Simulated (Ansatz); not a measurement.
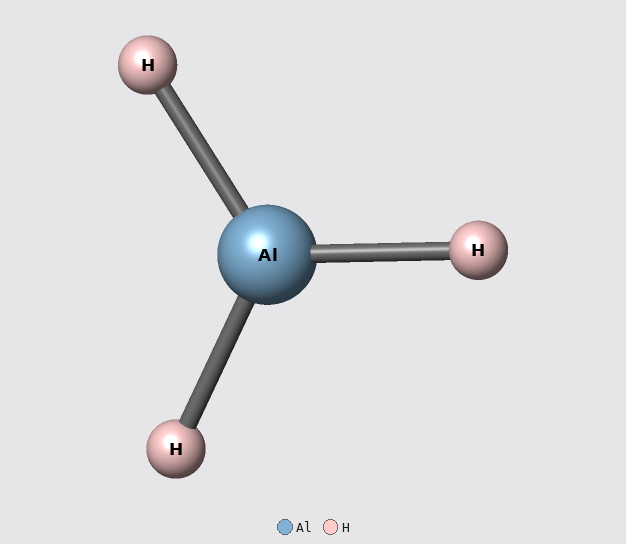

Harmonic vibrations computed with RKS PBE0-D4/def2-TZVP (Ansatz 0.2.0) at a stationary point of the same level.

Q: Is this a minimum or a saddle point?

A: A minimum: no imaginary frequency, and the lowest mode lies at 704 cm⁻¹.

Q: List the wavenumbers.

A: 6 modes: 704, 789, 789, 1926, 1935, 1935 cm⁻¹.
